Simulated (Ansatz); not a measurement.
C₃H₄FNO (SMILES NC1(O)C=C1F)

Input

```
crystal:
  periodic: [false, false, false]
  atoms:
    - { symbol: "N", position_ang: [-1.1624, -0.8481, 0.7294] }
    - { symbol: C, position_ang: [-0.1014, -0.1444, 0.072] }
    - { symbol: O, position_ang: [0.8601, -1.0784, -0.3563] }
    - { symbol: C, position_ang: [0.3032, 1.1728, 0.5605] }
    - { symbol: C, position_ang: [-0.3605, 1.092, -0.6456] }
    - { symbol: F, position_ang: [0.2973, 1.5953, -1.6987] }
    - { symbol: H, position_ang: [-0.8308, -1.2969, 1.5383] }
    - { symbol: H, position_ang: [-1.513, -1.5193, 0.0916] }
    - { symbol: H, position_ang: [1.4245, -0.6985, -1.0323] }
    - { symbol: H, position_ang: [1.166, 1.6745, 0.7442] }
basis:
  gaussian: { orbitals: cc-pVDZ }
hamiltonian:
  xc: b3lyp
  dispersion: d4
relax:
  f_tol: 0.015
  max_steps: 40
output:
  orbitals: {}
```

Launched as:

```sh
ansatz run input.yaml --threads 2 --pin off --max-ram 3072MiB --backend cpu --events-out ev --progress --plain --runs-dir out
```

The fields are those of the relaxed geometry.

Computed with RKS B3LYP-D4/cc-pVDZ in Ansatz.

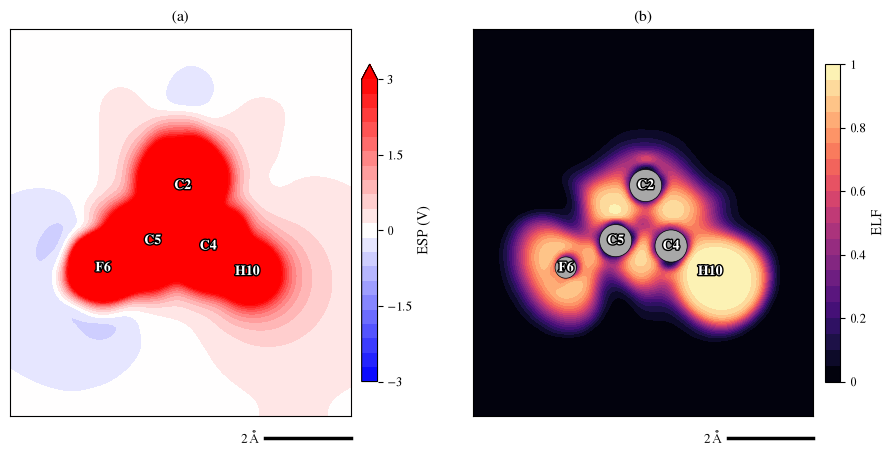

Figure 1. (a) molecular electrostatic potential; (b) ELF on the plane of atoms C5, C4 and H10. Grey discs cover the atomic cores in the ELF map.

Question: What do the fields say about this system?

Answer:
- The section cuts through C, F and H sites.
- C–C (1.30 Å): the ELF peaks at about 0.85 between the atoms; a short, multiple covalent bond.
- C–F (1.33 Å): the ELF peaks at about 0.85 between the atoms (a shared but strongly polarised pair).
- C–C (1.47 Å): the ELF peaks at about 0.85 between the atoms, as expected for localised, covalent bonding.
- The ELF also peaks beside F6, away from the bonds: lone-pair regions.
- Outside the dense part of the molecule the potential is most negative (−0.5 V) near F6.

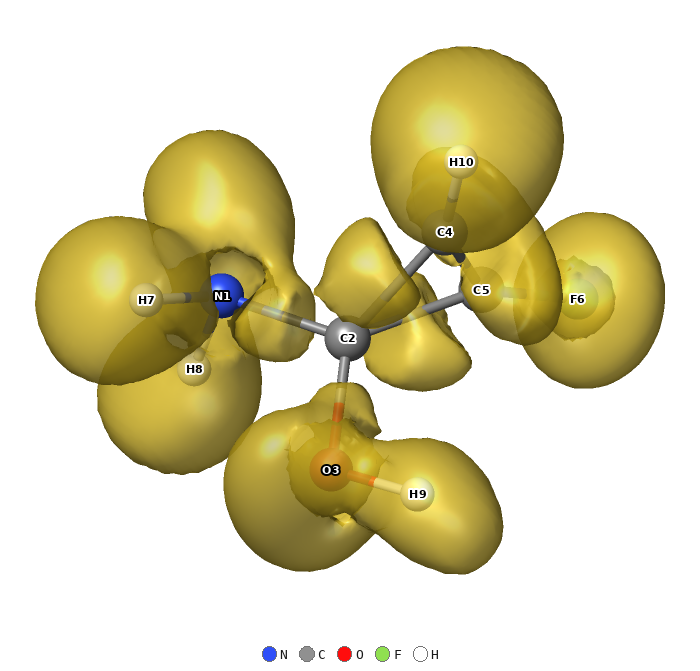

Figure 2. Isosurface of the electron localisation function at 0.75 (yellow), seen at an oblique angle. Only the valence region is drawn (cores and ρ < 0.01 e/Å³ removed).

Question: What do the ELF domains correspond to?

Answer: At this value the surface marks out three regions between bonded C–C atoms (shared pairs), one region around a hydrogen nucleus, one region on F in which the atom's valence shell and bonds are merged, one joined region spread over several atoms (H, N), in which their bonds and any lone pairs are merged and one joined region spread over several atoms (H, O), in which their bonds and any lone pairs are merged.

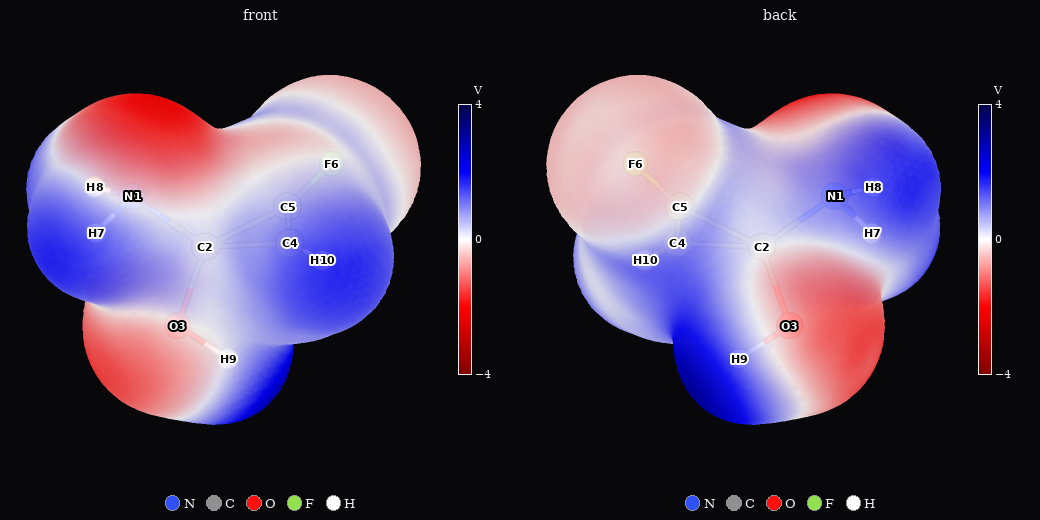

Figure 3. The molecular electrostatic potential painted on the density surface at 0.004 e/bohr³, seen from the front and from behind; red is negative and blue positive.

Question: Where is the surface potential most negative and most positive?

Answer: The most negative region (about −2.0 V) lies over N1, the most positive (about +2.9 V) over H9. N1 is the likeliest acceptor of a hydrogen bond.
